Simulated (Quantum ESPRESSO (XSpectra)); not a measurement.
# The core hole at the Ge K edge of Ge (P4₃2₁2)

```cif
data_Ge12
_chemical_formula_sum 'Ge12'
_space_group_name_H-M_alt 'P 1'
_space_group_IT_number 1
_cell_length_a 5.93721
_cell_length_b 5.93721
_cell_length_c 7.08065
_cell_angle_alpha 90.000
_cell_angle_beta 90.000
_cell_angle_gamma 90.000
loop_
_space_group_symop_operation_xyz
  'x, y, z'
loop_
_atom_site_label
_atom_site_type_symbol
_atom_site_fract_x
_atom_site_fract_y
_atom_site_fract_z
_atom_site_occupancy
Ge1 Ge 0.08560 0.08560 0.00000 1
Ge2 Ge 0.41440 0.58560 0.75000 1
Ge3 Ge 0.91440 0.91440 0.50000 1
Ge4 Ge 0.58560 0.41440 0.25000 1
Ge5 Ge 0.16944 0.37210 0.24544 1
Ge6 Ge 0.12790 0.66944 0.99544 1
Ge7 Ge 0.83056 0.62790 0.74544 1
Ge8 Ge 0.87210 0.33056 0.49544 1
Ge9 Ge 0.66944 0.12790 0.00456 1
Ge10 Ge 0.62790 0.83056 0.25456 1
Ge11 Ge 0.33056 0.87210 0.50456 1
Ge12 Ge 0.37210 0.16944 0.75456 1
```

Geometry: Materials Project entry mp-137 (a computed structure). The cell is the entry's, not relaxed again.

Absorber: atom 1, Ge on Wyckoff site a (site symmetry ..2), with 4 Ge at 2.48 Å.

Simulated with Quantum ESPRESSO (XSpectra): LDA, no, half or full core hole, dipole K-edge X-ray absorption, plane waves, Troullier-Martins potentials made with ld1.x, scalar-relativistic, no spin, constant broadening.

Full-hole run: 24-atom cell (absorber images 7.1 Å apart), 35 Ry, k meshes 2×2×2 (SCF) and 3×2×2 (spectrum), Lorentzian half width 1.5 eV. The ground-state test found a gap, so occupations are fixed and the excited electron is left out (charged cell on a uniform background); energies count from the highest occupied level. Field directions run: x; z, weighted by the site's symmetry in the crystal. Intensities are scaled to a mean of 1 over 0–35 eV.

The half-hole run shares these settings; the run without a hole takes the primitive cell with a 3×3×3 mesh.

```tsv
core hole	mean 0–10 eV	mean 10–20 eV	mean 20–30 eV	highest value below 30 eV
none (primitive cell)	1.10	1.10	0.87	1.4
half	1.17	1.05	0.87	1.4
full	1.22	1.01	0.86	1.5
```

From no hole to a full hole the mean over the first 10 eV goes from 1.10 through 1.17 to 1.22. The cell size was not varied. Each run counts from its own energy zero.

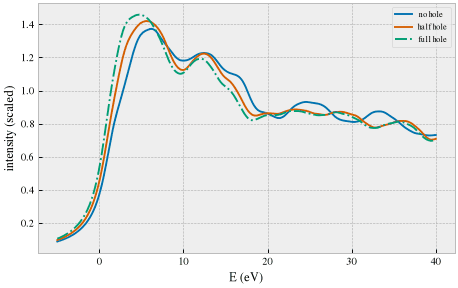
Fig. 1. The three spectra
